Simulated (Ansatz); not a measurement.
# doublet [SnSiH6]+ at 6 levels

Wanted: a comparison of 6 runs (UHF/3-21G, UHF/def2-SVPD, U-wB97X/def2-SVPD, UB2PLYP/def2-SVPD, UB3LYP/def2-SVPD, UBLYP/def2-SVPD) of doublet [SnSiH6]+. 

The calculation is run with Ansatz 0.2.0.

45 further runs of the same task are left out: 45 set aside as unsound or not needed.

## Step 1: The structure to begin with

[SnSiH6]+ has 8 atoms, charge +1, and is taken as a doublet. As SMILES of the parent species, `[SiH3][SnH3]`. The coordinates come from a PBE0-D4/def2-TZVP relaxation. That shape belongs to the parent species and isn't relaxed for this state.

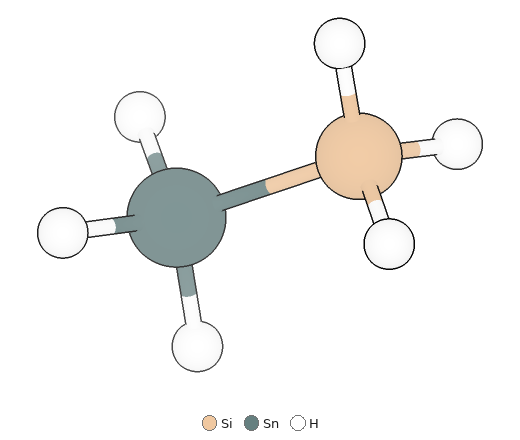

The structure, seen from a chosen angle (silicon light orange, tin teal, hydrogen white).

## Step 2: The energy at UHF/3-21G (run 1)

The input, molecule.yaml:

```yaml
crystal:
  periodic: [false, false, false]
  atoms:
    - symbol: Si
      position_ang: [-0.621900, 0.121300, -1.152100]
    - symbol: Sn
      position_ang: [0.611700, -0.129400, 1.077500]
    - symbol: H
      position_ang: [-2.070400, 0.355200, -0.912500]
    - symbol: H
      position_ang: [-0.465000, -1.112000, -1.967300]
    - symbol: H
      position_ang: [-0.071600, 1.272400, -1.915300]
    - symbol: H
      position_ang: [0.450400, 1.285900, 2.019300]
    - symbol: H
      position_ang: [2.276200, -0.410700, 0.820500]
    - symbol: H
      position_ang: [-0.017200, -1.439600, 1.974000]
basis:
  gaussian: {orbitals: 3-21G-spherical.json}
total_charge: 1
magnetization: {spin_polarized: true, initial_magnetization: 1}
hamiltonian: {xc: hf}
accuracy: high
output: {orbitals: {seedname: orbitals}}
```

The basis set 3-21G is read from a file made from the Basis Set Exchange's data (not shown).

Command:

```bash
$ ansatz run molecule.yaml --threads 1 --pin off --max-ram 3480MiB --events-out events.jsonl --progress --plain --runs-dir runs
```

Standard output:

```text
Warning: RAYON_NUM_THREADS=1 ignored (pool sized by the plan → 1); use --threads N
Functional definition: HF
  name "HF"
  exchange = exact_x
  correlation = 0
1184 factors; integrals over basis functions are off by at most 4.8e-9 eV
mean field evaluation 1: about -171070.6901 eV, gradient 6.9e0 eV
mean field evaluation 2: about -171070.7195 eV, gradient 6.9e0 eV
mean field evaluation 4: about -171071.2842 eV, gradient 3.7e-1 eV
mean field evaluation 8: about -171071.2870 eV, gradient 5.7e-7 eV
mean field evaluation 16: about -171071.1256 eV, gradient 1.1e0 eV
mean field evaluation 32: about -171071.0503 eV, gradient 1.1e0 eV
mean field -171071.28702850 eV, -6286.7538420141 hartree, gradient 7.0e-8 eV, S^2 0.754297; 0 other end points of the search recorded, 0 dependent functions left out
reference -171071.28702850 eV, -6286.7538420141 hartree; 35, 34 occupied and 21, 22 virtual orbitals, 1184 factors
Total energy: -171071.28702850 eV, -6286.7538420141 hartree
```

Wall time 3.9 s (1 thread of Intel Xeon Platinum 8259CL at 2.50GHz (Skylake/Cascade Lake), shared host); peak memory 0.21 GiB.

## Step 3: A single-point energy at UHF/def2-SVPD (core potential) (run 2)

molecule.yaml: that of step 2 with these lines changed.

```diff
@@ -20,7 +20,12 @@
 basis:
-  gaussian: {orbitals: 3-21G-spherical.json}
+  gaussian:
+    orbitals: def2-SVPD
 total_charge: 1
-magnetization: {spin_polarized: true, initial_magnetization: 1}
-hamiltonian: {xc: hf}
+magnetization:
+  spin_polarized: true
+  initial_magnetization: 1
+hamiltonian:
+  xc: hf
 accuracy: high
-output: {orbitals: {seedname: orbitals}}
+output:
+  orbitals: {seedname: orbitals}
```

Command:

```bash
$ ansatz run molecule.yaml --threads 1 --pin off --max-ram 3480MiB --events-out events.jsonl --progress --plain --runs-dir runs
```

Standard output:

```text
Warning: RAYON_NUM_THREADS=1 ignored (pool sized by the plan → 1); use --threads N
[... 4 set-up lines as earlier in the session ...]
2257 factors; integrals over basis functions are off by at most 3.7e-9 eV
mean field evaluation 1: about -13748.9597 eV, gradient 9.1e0 eV
mean field evaluation 2: about -13748.9992 eV, gradient 9.1e0 eV
mean field evaluation 4: about -13750.0639 eV, gradient 9.4e-1 eV
mean field evaluation 8: about -13750.0754 eV, gradient 1.6e-3 eV
mean field -13750.07542090 eV, -505.3059515822 hartree, gradient 6.7e-8 eV, S^2 0.757751; 0 other end points of the search recorded, 0 dependent functions left out
reference -13750.07542090 eV, -505.3059515822 hartree; 21, 20 occupied and 83, 84 virtual orbitals, 2257 factors
Total energy: -13750.07542090 eV, -505.3059515822 hartree
```

Wall time 7.8 s (1 thread of Intel Xeon Platinum 8259CL at 2.50GHz (Skylake/Cascade Lake), shared host); peak memory 0.4 GiB.

## Step 4: The energy at U-wB97X/def2-SVPD (core potential) (run 3)

The input, molecule.yaml:

```yaml
crystal:
  periodic: [false, false, false]
  atoms:
    - {symbol: Si, position_ang: [-0.621900, 0.121300, -1.152100]}
    - {symbol: Sn, position_ang: [0.611700, -0.129400, 1.077500]}
    - {symbol: H, position_ang: [-2.070400, 0.355200, -0.912500]}
    - {symbol: H, position_ang: [-0.465000, -1.112000, -1.967300]}
    - {symbol: H, position_ang: [-0.071600, 1.272400, -1.915300]}
    - {symbol: H, position_ang: [0.450400, 1.285900, 2.019300]}
    - {symbol: H, position_ang: [2.276200, -0.410700, 0.820500]}
    - {symbol: H, position_ang: [-0.017200, -1.439600, 1.974000]}
basis:
  gaussian:
    orbitals: def2-SVPD
magnetization:
  spin_polarized: true
  initial_magnetization: 1
hamiltonian:
  xc: {name: wB97X}
total_charge: 1
output: {orbitals: {seedname: orbitals}}
accuracy: high
```

Command:

```bash
$ ansatz run molecule.yaml --threads 1 --pin off --max-ram 3480MiB --events-out events.jsonl --progress --plain --runs-dir runs
```

Standard output (excerpt; [...] marks lines left out):

```text
Warning: RAYON_NUM_THREADS=1 ignored (pool sized by the plan → 1); use --threads N
Functional definition: wB97X
  name "wB97X"
[...]
      + exact_x_lr(omega)
[...]
      + integral(e_c_pw_opposite_spin*poly(b97_u_opposite, 1, cos1, cos2, cos3, cos4))
2257 factors; integrals over basis functions are off by at most 3.7e-9 eV
536 factors; integrals over basis functions are off by at most 1.9e-9 eV
[...]
mean field -13794.48899429 eV, -506.9381202998 hartree, gradient 7.2e-8 eV, S^2 0.753484; 2 other end points of the search recorded, 0 dependent functions left out
reference -13794.48899009 eV, -506.9381201454 hartree; 21, 20 occupied and 83, 84 virtual orbitals, 2257 factors
Total energy: -13794.48899009 eV, -506.9381201454 hartree
```

It took 78 s on 1 thread of Intel Xeon Platinum 8259CL at 2.50GHz (Skylake/Cascade Lake), shared host; peak memory 1 GiB.

Runs 4 to 5 aren't shown in full; the table further down has their settings and results.

## Step 5: A single-point energy at UBLYP/def2-SVPD (core potential) (run 6)

The input, job.yaml:

```yaml
crystal:
  periodic: [false, false, false]
  atoms:
    - {symbol: Si, position_ang: [-0.621900, 0.121300, -1.152100]}
    - {symbol: Sn, position_ang: [0.611700, -0.129400, 1.077500]}
    - {symbol: H, position_ang: [-2.070400, 0.355200, -0.912500]}
    - {symbol: H, position_ang: [-0.465000, -1.112000, -1.967300]}
    - {symbol: H, position_ang: [-0.071600, 1.272400, -1.915300]}
    - {symbol: H, position_ang: [0.450400, 1.285900, 2.019300]}
    - {symbol: H, position_ang: [2.276200, -0.410700, 0.820500]}
    - {symbol: H, position_ang: [-0.017200, -1.439600, 1.974000]}
basis:
  gaussian: {orbitals: def2-SVPD}
total_charge: 1
magnetization: {spin_polarized: true, initial_magnetization: 1}
hamiltonian: {xc: {name: BLYP}}
accuracy: high
output: {orbitals: {seedname: orbitals}}
```

Command:

```bash
$ ansatz run job.yaml --threads 1 --pin off --max-ram 3480MiB --events-out events.jsonl --progress --plain --runs-dir runs
```

Standard output:

```text
Warning: RAYON_NUM_THREADS=1 ignored (pool sized by the plan → 1); use --threads N
Functional definition: BLYP
  name "BLYP"
  parameter beta = 0.0042
  parameter a = 0.04918
  parameter b = 0.132
  parameter c = 0.2533
  parameter d = 0.349
  exchange = b88_x(beta = beta)
  correlation = lyp_c(a = a, b = b, c = c, d = d)
2257 factors; integrals over basis functions are off by at most 3.7e-9 eV
mean field evaluation 1: about -13790.2319 eV, gradient 1.2e1 eV
mean field evaluation 2: about -13790.9202 eV, gradient 8.9e0 eV
mean field evaluation 4: about -13791.5695 eV, gradient 5.0e-1 eV
mean field evaluation 8: about -13791.5647 eV, gradient 6.3e-2 eV
mean field evaluation 16: about -13791.5648 eV, gradient 3.1e-5 eV
mean field evaluation 32: about -13791.3687 eV, gradient 9.5e-1 eV
mean field -13791.56476000 eV, -506.8306566717 hartree, gradient 1.2e-8 eV, S^2 0.751230; 6 other end points of the search recorded, 0 dependent functions left out
reference -13791.56482484 eV, -506.8306590546 hartree; 21, 20 occupied and 83, 84 virtual orbitals, 2257 factors
Total energy: -13791.56482484 eV, -506.8306590546 hartree
```

It took 19 s on 1 thread of Intel Xeon Platinum 8259CL at 2.50GHz (Skylake/Cascade Lake), shared host; peak memory 0.42 GiB.

## Step 6: All runs side by side

```csv
run,level,core potential,frozen core orbitals,energy (Eh),HOMO energy (eV),LUMO energy (eV),⟨S²⟩,wall time
1,UHF/3-21G,none,–,-6286.753842,-17.27,-8.99,0.754,3.9 s
2,UHF/def2-SVPD (core potential),def2-SVPD,–,-505.305952,-17.23,-8.46,0.758,7.8 s
3,U-wB97X/def2-SVPD (core potential),def2-SVPD,–,-506.938120,-16.79,-10.00,0.753,78 s
4,UB2PLYP/def2-SVPD (core potential),def2-SVPD,9,-506.486684,-15.47,-10.81,0.755,23 s
5,UB3LYP/def2-SVPD (core potential),def2-SVPD,–,-507.001961,-14.28,-12.26,0.752,22 s
6,UBLYP/def2-SVPD (core potential),def2-SVPD,–,-506.830659,-13.20,-12.67,0.751,19 s
```

## Step 7: Outcome

| quantity | value |
| --- | --- |
| run 6: total energy | -506.83066 Eh |
| run 6: HOMO energy (highest over α and β) | -13.20 eV |
| run 6: LUMO energy (lowest over α and β) | -12.67 eV |
| run 6: ⟨S²⟩ | 0.751 |

What this shows: Totals of different functionals can't be ranked against each other. Some runs of one species differ in core potentials or relativity; totals across that change don't compare. In run 1 relativity is left out where basis or elements ask for it. All runs together took 2.6 min, the longest 78 s.
